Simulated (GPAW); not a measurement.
**SnTe (Fm-3m): G0W0 on several meshes in GPAW**

Aim: the GW shift of SnTe (Fm-3m) against the k mesh.

Calculated with GPAW 26.7.0; PBE and many-body steps on it, plane waves.

The database entry behind the starting cell differs from later determinations by our own check (about 0.3 % short), so it need not match the best structure at ambient conditions.

## Step 1: Starting point

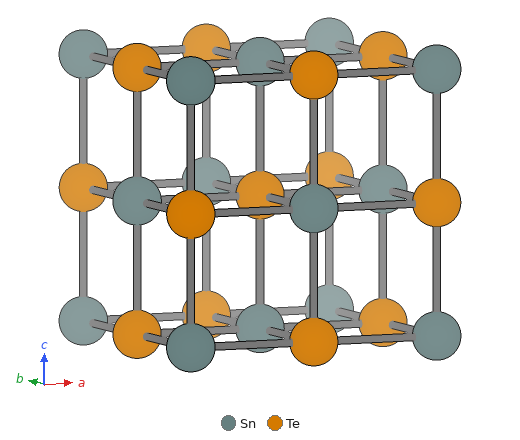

The cell as given, slightly off an axis (tin teal, tellurium orange). This picture shows the conventional cell, with its axes. Some periodic images of atoms are drawn too.

Structure file:

```xyz
2
Lattice="0.0000 3.1508 3.1508 3.1508 0.0000 3.1508 3.1508 3.1508 0.0000" Properties=species:S:1:pos:R:3 pbc="T T T"
Sn    0.0000    0.0000    0.0000
Te    3.1508    3.1508    3.1508
```

The cell and positions come from the Crystallography Open Database and are kept as given unless a step says otherwise. Spin-orbit coupling is left out unless a step names it.

## Step 2: Empty states on the mesh, 4×4×4 mesh, 748 bands

This step: GPAW 26.7.0; DFT, PBE, plane waves, PAW.

The sums over transitions need many empty states on a uniform mesh; this step solves for them.

run.py

```python
import json
import numpy as np
from gpaw.mpi import world
from gpaw import GPAW

calc = GPAW('gs.gpw').fixed_density(kpts={'size': (4, 4, 4), 'gamma': True},
    parallel={'domain': 1, 'band': 1},
    txt='nscf.txt')
calc.diagonalize_full_hamiltonian(nbands=748)
calc.write('full.gpw', mode='all')
res = {}
kpts = calc.get_ibz_k_points()
res['kpts'] = kpts
res['eigenvalues'] = [calc.get_eigenvalues(kpt=k) for k in range(len(kpts))]
res['n_electrons'] = calc.get_number_of_electrons()

if world.rank == 0:
    with open('result.json', 'w') as f:
        json.dump(res, f, default=lambda x: x.tolist())
```

Command:

```bash
$ mpirun -n 4 gpaw python run.py
```

Numbers of over 12 decimals in the logs are rounded to 6 here.

Log:

```text
Diagonalizing LCAO Hamiltonian
Converting LCAO to pw mode
convergence criteria:
- Maximum integral of absolute [eigenst]ate change: 4e-08 eV^2 / valence electron
maximum number of iterations: 100

SCF iterations
|iter     |     time |      energy | eigst |  dens |
|iter:   1|  |             | +1.71 |       |
|iter:   2|  |             | -0.27 |       |
|iter:   3|  |             | -1.92 |       |
|iter:   4|  |             | -3.38 |       |
|iter:   5|  |             | -4.79 |       |
|iter:   6|  |             | -5.96 |       |
|iter:   7|  |             | -6.97 |       |
|iter:   8|  |             | -7.54c|       |
SCF steps: 8
  __  _  _
 | _ |_)|_||  |
 |__||  | ||/\| - 26.7.0

Input parameters:
  mode=PW(ecut=450.000000),
  convergence={'density': 1e-06, 'bands': -3},
  gpts=array([24, 24, 24]),
  kpts=MonkhorstPack(size=(4, 4, 4), gamma=True),
  maxiter=100,
  nbands=17,
  occupations=Occupations(name='fermi-dirac', width=0.001, fixmagmom=False),
  parallel={'domain': 1, 'band': 1},
  xc=XC(name='PBE')
Matrix size: 1363x1363
# Writing to full.gpw (mode='all')
  [... matrices ...]

timing:  # [seconds]
  Total: 10.075  # ━━━━━━━━━━━━━━━━━━━━━━━━━━━━━━━━━━━━━━━━━━━━━━━━━━━━━━━━━━
```

The job ended after 15 s (4 MPI ranks of Arm Neoverse V1, shared host; peak memory 1.3 GiB).

Numbers from this step:

- gap: 0.1055 eV
- k of the valence top: 0.5, 0.5, 0.5
- k of the conduction bottom: 0.5, 0.5, 0.5
- least direct gap: 0.1055 eV
- k points computed: 8
- lowest point of the top converged band, above the valence top: 284.9741 eV

On this mesh the gap is 0.105 eV.

## Step 3: 4×4×4

Now the one-shot GW correction: screening in the RPA, then the self-energy of the levels asked for.

This step: G0W0 on PBE, plane waves, PAW.

run.py

```python
import json
import numpy as np
from gpaw.mpi import world
from gpaw.response.g0w0 import G0W0

gw = G0W0('full.gpw',
    filename='gw',
    kpts=[0, 7],
    bands=(8, 12),
    ecut=90,
    nbands=121,
    integrate_gamma='WS',
    ppa=True)
gw.calculate()
res = {mode: {k: v for k, v in r.items() if k != 'sigma_eskwn'}
       for mode, r in gw.all_results.items()}

if world.rank == 0:
    with open('result.json', 'w') as f:
        json.dump(res, f, default=lambda x: x.tolist())
```

Command:

```bash
$ mpirun -n 4 gpaw python run.py
```

Log:

```text
Using integrator: PointIntegrator
FrequencyGridDescriptor(from 0.000+0.000j to 0.000+27.211j eV, 2 points)
Nonperiodic BCs:  [False False False]
Using integrator: PointIntegrator
FrequencyGridDescriptor(from 0.000+0.000j to 0.000+27.211j eV, 2 points)
Nonperiodic BCs:  [False False False]
  ___  _ _ _
 |   || | | |
 | | || | | |
 |__ ||_____|
 |___|

BZ k-points: Symmetries present (total): 48

  [... matrices ...]
64 k-points: 4 x 4 x 4 Monkhorst-Pack grid + [1/8,1/8,1/8]
8 k-points in the irreducible part of the Brillouin zone
       k-points in crystal coordinates                weights
   0:     0.00000000    0.00000000    0.00000000          1/64
   1:     0.25000000    0.25000000    0.00000000          6/64
   2:     0.25000000    0.25000000    0.25000000          8/64
   3:     0.50000000    0.25000000   -0.25000000          6/64
   4:     0.50000000    0.25000000    0.25000000         12/64
   5:     0.50000000    0.50000000    0.00000000          3/64
   6:     0.50000000    0.50000000    0.25000000         24/64
   7:     0.50000000    0.50000000    0.50000000          4/64

Distributing spins, k-points and bands (1 x 2 x 4) over 4 processes
Number of blocks: 1

Quasi particle states:
k-points (IBZ indices): [0, 7]
Band range: (8, 12)
  [... matrices ...]
Computational parameters:
Plane wave cut-off: 90 eV
Number of bands: 121
Coulomb cutoff: None
Broadening: 0.1 eV

fxc modes: GW
Kernel: RPA
Using Godby-Needs plasmon-pole approximation:
  Fitting energy: i*E0, E0 = 1.000 Hartree
Summing all q:

Calculating screened Coulomb potential
No Coulomb truncation
FrequencyGridDescriptor(from 0.000+0.000j to 0.000+27.211j eV, 2 points)
Removing empty qpoint cache files...

Calculating chi0 body with:
    Ground state adapter containing:
    Number of spins: 1
    Number of kpoints: 64
    Number of irreducible kpoints: 8
    Number of completely occupied states: 10
    Number of partially occupied states: 10
    Occupied states memory: 2.109375 M / cpu

    Linear response parametrization:
    q_c: [0.0, 0.0, 0.0]
    Number of frequency points: 2
    Planewave cutoff: 90.0
    Number of bands: 121
    Number of planewaves: 113
    Broadening (eta): 1e-06
    comm.size: 4
    kncomm.size: 4
    blockcomm.size: 1

    Memory estimate of potentially large arrays:
        chi0_wGG: 0.389679 M / cpu
Integrating chi0 body.

Symmetries of q_c:
    Direct symmetries (Uq -> q): 48
    Indirect symmetries (TUq -> q): 0
In total 48 allowed symmetries.

  [... matrices ...]
8 groups of equivalent kpoints. 87.5% reduction.

Integral kind: response function
Integrating chi0 head and wings.

Symmetries of q_c:
    Direct symmetries (Uq -> q): 48
    Indirect symmetries (TUq -> q): 0
In total 48 allowed symmetries.

  [... matrices ...]
8 groups of equivalent kpoints. 87.5% reduction.

Integral kind: response function wings

Calculating chi0 body with:
    Ground state adapter containing:
    Number of spins: 1
    Number of kpoints: 64
    Number of irreducible kpoints: 8
    Number of completely occupied states: 10
    Number of partially occupied states: 10
    Occupied states memory: 2.109375 M / cpu

    Linear response parametrization:
[... the further q-points ...]

Results:
f:      Occupation numbers
eps:     KS-eigenvalues [eV]
vxc:     KS vxc [eV]
exx:     Exact exchange [eV]
sigma:   Self-energies [eV]
dsigma:  Self-energy derivatives
Z:       Renormalization factors
qp:      QP-energies [eV]

k-point 0 (0): (0.000, 0.000, 0.000)                GW
band       f     eps     vxc     exx   sigma  dsigma       Z      qp
                                                                   GW
   8   1.000   4.305 -13.355 -15.236   1.609  -0.308   0.764   4.097
   9   1.000   4.305 -13.355 -15.236   1.609  -0.308   0.764   4.097
  10   0.000   9.802 -12.782  -7.997  -4.674  -0.327   0.754   9.885
  11   0.000   9.802 -12.782  -7.997  -4.675  -0.327   0.754   9.885

k-point 1 (7): (0.500, 0.500, 0.500)                GW
band       f     eps     vxc     exx   sigma  dsigma       Z      qp
                                                                   GW
   8   1.000   4.645 -13.655 -15.312   1.392  -0.304   0.767   4.441
   9   1.000   6.467 -11.454 -10.547  -1.037  -0.280   0.781   6.366
  10   0.000   6.573 -14.338 -12.059  -2.196  -0.287   0.777   6.636
  11   0.000   6.817 -11.564  -8.539  -3.197  -0.289   0.776   6.684
```

Elapsed: 36 s, on 4 MPI ranks; peak memory 1.3 GiB; 2.4 min of CPU time.

This step gave:

* G0W0 gap on the points computed: 0.2709 eV
* least direct G0W0 gap on the computed points: 0.2709 eV
* Z at the valence top: 0.7810
* Z at the conduction bottom: 0.7768
* starting gap on the mesh: 0.1055 eV
* k of the valence top: 0.5, 0.5, 0.5
* k of the conduction bottom: 0.5, 0.5, 0.5

The gap on the mesh goes from 0.11 eV to 0.27 eV, a correction of +0.17 eV.

## Step 4: Empty states on the mesh, 6×6×6 mesh, 131 bands

This step: DFT, PBE, plane waves, PAW.

run.py

```python
import json
import numpy as np
from gpaw.mpi import world
from gpaw import GPAW

calc = GPAW('gs.gpw').fixed_density(kpts={'size': (6, 6, 6), 'gamma': True},
    parallel={'domain': 1, 'band': 1},
    txt='nscf.txt')
calc.diagonalize_full_hamiltonian(nbands=131)
calc.write('full.gpw', mode='all')
res = {}
kpts = calc.get_ibz_k_points()
res['kpts'] = kpts
res['eigenvalues'] = [calc.get_eigenvalues(kpt=k) for k in range(len(kpts))]
res['n_electrons'] = calc.get_number_of_electrons()

if world.rank == 0:
    with open('result.json', 'w') as f:
        json.dump(res, f, default=lambda x: x.tolist())
```

Command:

```bash
$ mpirun -n 4 gpaw python run.py
```

Log:

```text
Diagonalizing LCAO Hamiltonian
Converting LCAO to pw mode
convergence criteria:
- Maximum integral of absolute [eigenst]ate change: 4e-08 eV^2 / valence electron
maximum number of iterations: 100

SCF iterations
|iter     |     time |      energy | eigst |  dens |
|iter:   1|  |             | +1.72 |       |
|iter:   2|  |             | -0.15 |       |
|iter:   3|  |             | -1.64 |       |
|iter:   4|  |             | -3.02 |       |
|iter:   5|  |             | -4.21 |       |
|iter:   6|  |             | -5.61 |       |
|iter:   7|  |             | -6.76 |       |
|iter:   8|  |             | -7.67c|       |
SCF steps: 8
  __  _  _
 | _ |_)|_||  |
 |__||  | ||/\| - 26.7.0

Input parameters:
  mode=PW(ecut=450.000000),
  convergence={'density': 1e-06, 'bands': -3},
  gpts=array([24, 24, 24]),
  kpts=MonkhorstPack(size=(6, 6, 6), gamma=True),
  maxiter=100,
  nbands=17,
  occupations=Occupations(name='fermi-dirac', width=0.001, fixmagmom=False),
  parallel={'domain': 1, 'band': 1},
  xc=XC(name='PBE')
Matrix size: 1371x1371
# Writing to full.gpw (mode='all')
  [... matrices ...]

timing:  # [seconds]
  Total: 11.774  # ━━━━━━━━━━━━━━━━━━━━━━━━━━━━━━━━━━━━━━━━━━━━━━━━━━━━━━━━━━
```

Elapsed: 17 s, on 4 MPI ranks; peak memory 1.4 GiB.

Numbers from this step:

```yaml
gap: 0.1055 eV
k_of_the_valence_top: 0.5, 0.5, 0.5
k_of_the_conduction_bottom: 0.5, 0.5, 0.5
least_direct_gap: 0.1055 eV
k_points_computed: 16
lowest_point_of_the_top_converged_band_above_the_valence_top: 78.4745 eV
```

On this mesh the gap is 0.105 eV.

## Step 5: 6×6×6

This step: G0W0 on PBE, plane waves, PAW.

run.py

```python
import json
import numpy as np
from gpaw.mpi import world
from gpaw.response.g0w0 import G0W0

gw = G0W0('full.gpw',
    filename='gw',
    kpts=[0, 15],
    bands=(8, 12),
    ecut=90,
    nbands=121,
    integrate_gamma='WS',
    ppa=True)
gw.calculate()
res = {mode: {k: v for k, v in r.items() if k != 'sigma_eskwn'}
       for mode, r in gw.all_results.items()}

if world.rank == 0:
    with open('result.json', 'w') as f:
        json.dump(res, f, default=lambda x: x.tolist())
```

Command:

```bash
$ mpirun -n 4 gpaw python run.py
```

Log:

```text
Using integrator: PointIntegrator
FrequencyGridDescriptor(from 0.000+0.000j to 0.000+27.211j eV, 2 points)
Nonperiodic BCs:  [False False False]
Using integrator: PointIntegrator
FrequencyGridDescriptor(from 0.000+0.000j to 0.000+27.211j eV, 2 points)
Nonperiodic BCs:  [False False False]
  ___  _ _ _
 |   || | | |
 | | || | | |
 |__ ||_____|
 |___|

BZ k-points: Symmetries present (total): 48

  [... matrices ...]
216 k-points: 6 x 6 x 6 Monkhorst-Pack grid + [1/12,1/12,1/12]
16 k-points in the irreducible part of the Brillouin zone
       k-points in crystal coordinates                weights
   0:     0.00000000    0.00000000    0.00000000          1/216
   1:     0.16666667    0.16666667    0.00000000          6/216
   2:     0.16666667    0.16666667    0.16666667          8/216
[...]
9:     0.50000000    0.33333333   -0.16666667         12/216
          ...
  15:     0.50000000    0.50000000    0.50000000          4/216

Distributing spins, k-points and bands (1 x 2 x 4) over 4 processes
Number of blocks: 1

Quasi particle states:
k-points (IBZ indices): [0, 15]
Band range: (8, 12)
  [... matrices ...]
Computational parameters:
Plane wave cut-off: 90 eV
Number of bands: 121
Coulomb cutoff: None
Broadening: 0.1 eV

fxc modes: GW
Kernel: RPA
Using Godby-Needs plasmon-pole approximation:
  Fitting energy: i*E0, E0 = 1.000 Hartree
Summing all q:

Calculating screened Coulomb potential
No Coulomb truncation
FrequencyGridDescriptor(from 0.000+0.000j to 0.000+27.211j eV, 2 points)
Removing empty qpoint cache files...

Calculating chi0 body with:
    Ground state adapter containing:
    Number of spins: 1
    Number of kpoints: 216
    Number of irreducible kpoints: 16
    Number of completely occupied states: 10
[...]
Number of frequency points: 2
    Planewave cutoff: 90.0
    Number of bands: 121
    Number of planewaves: 113
    Broadening (eta): 1e-06
    comm.size: 4
    kncomm.size: 4
    blockcomm.size: 1

    Memory estimate of potentially large arrays:
        chi0_wGG: 0.389679 M / cpu
Integrating chi0 body.

Symmetries of q_c:
    Direct symmetries (Uq -> q): 48
    Indirect symmetries (TUq -> q): 0
In total 48 allowed symmetries.

  [... matrices ...]
16 groups of equivalent kpoints. 92.592593% reduction.

Integral kind: response function
Integrating chi0 head and wings.

Symmetries of q_c:
    Direct symmetries (Uq -> q): 48
    Indirect symmetries (TUq -> q): 0
In total 48 allowed symmetries.

  [... matrices ...]
16 groups of equivalent kpoints. 92.592593% reduction.

Integral kind: response function wings

Calculating chi0 body with:
    Ground state adapter containing:
    Number of spins: 1
    Number of kpoints: 216
    Number of irreducible kpoints: 16
    Number of completely occupied states: 10
    Number of partially occupied states: 10
[... the further q-points ...]

Results:
f:      Occupation numbers
eps:     KS-eigenvalues [eV]
vxc:     KS vxc [eV]
exx:     Exact exchange [eV]
sigma:   Self-energies [eV]
dsigma:  Self-energy derivatives
Z:       Renormalization factors
qp:      QP-energies [eV]

k-point 0 (0): (0.000, 0.000, 0.000)                GW
band       f     eps     vxc     exx   sigma  dsigma       Z      qp
                                                                   GW
   8   1.000   4.305 -13.355 -15.262   1.603  -0.312   0.762   4.074
   9   1.000   4.305 -13.355 -15.262   1.603  -0.312   0.762   4.074
  10   0.000   9.802 -12.782  -8.020  -4.619  -0.329   0.752   9.910
[...]
k-point 1 (15): (0.500, 0.500, 0.500)                GW
band       f     eps     vxc     exx   sigma  dsigma       Z      qp
                                                                   GW
[...]
10   0.000   6.573 -14.338 -12.521  -1.763  -0.278   0.782   6.615
  11   0.000   6.817 -11.564  -8.665  -3.033  -0.280   0.781   6.712
```

Elapsed: 2.4 min, on 4 MPI ranks; peak memory 1.6 GiB.

This step gave:

```yaml
g0w0_gap_on_the_points_computed: 0.2045 eV
least_direct_g0w0_gap_on_the_computed_points: 0.2045 eV
z_at_the_valence_top: 0.7867
z_at_the_conduction_bottom: 0.7824
starting_gap_on_the_mesh: 0.1055 eV
k_of_the_valence_top: 0.5, 0.5, 0.5
k_of_the_conduction_bottom: 0.5, 0.5, 0.5
```

Against G0W0 in GPAW (4×4×4 mesh, 121 bands, screening to 90 eV, Godby-Needs plasmon pole), the gap moves by −0.066 eV.

## Step 6: Side by side

Times are wall times on 4 MPI ranks of Arm Neoverse V1, shared host, good to a factor of about two.

| run | mesh | bands | screening cutoff (eV) | DFT gap (eV) | gap on the mesh (eV) | direct (eV) | time |
| --- | --- | --- | --- | --- | --- | --- | --- |
| 4×4×4 | 4×4×4 | 121 | 90 | 0.105 | 0.271 | 0.271 | 36 s |
| 6×6×6 | 6×6×6 | 121 | 90 | 0.105 | 0.205 | 0.205 | 2.4 min |

## Step 7: What came out

```json
{
  "4×4×4": "0.271 eV",
  "6×6×6": "0.205 eV",
  "known limits": "not at the basis limit; model gap, bands may invert with spin-orbit coupling; no spin-orbit coupling; coarse k mesh"
}
```

In words: 6×6×6: −0.066 eV against 4×4×4. Bands and cutoff are finite, so the gap is not at the basis limit. The miss can reach some tenths of an eV and take either sign; the mesh is an error of its own. These stock PAW sets were not made for GW; the filled d or f shell of Te lies in the frozen core, which bears on start and correction. In the G0W0 runs levels were corrected at 2 k points alone, so a gap called «on the mesh» is the least over those, and an edge elsewhere would be missed. The 4×4×4 mesh is coarse for this cell, which bears on the long-range parts of exchange and screening. With atoms this heavy and so narrow a gap, spin-orbit coupling can invert the bands. These scalar-relativistic gaps are then model values, not to be set against experiment, and a spin-orbit change taken from DFT can't simply be added.

[Paths, hosts, dates, memory and timing lines, banners, echoed tables and standing remarks are left out of the program output.]

[Logs are printed without paths, hosts, clocks, repeated set-up lines and the standing remarks that a program may print on its own settings, such as how far it seeks lower states.]

[Runs of the session that timed out or met a known fault of the program may be left out.]

[Hosts, paths, dates, database ids (printed as entryN), source tags and the programs' standing remarks are cut or masked in the printed files.]
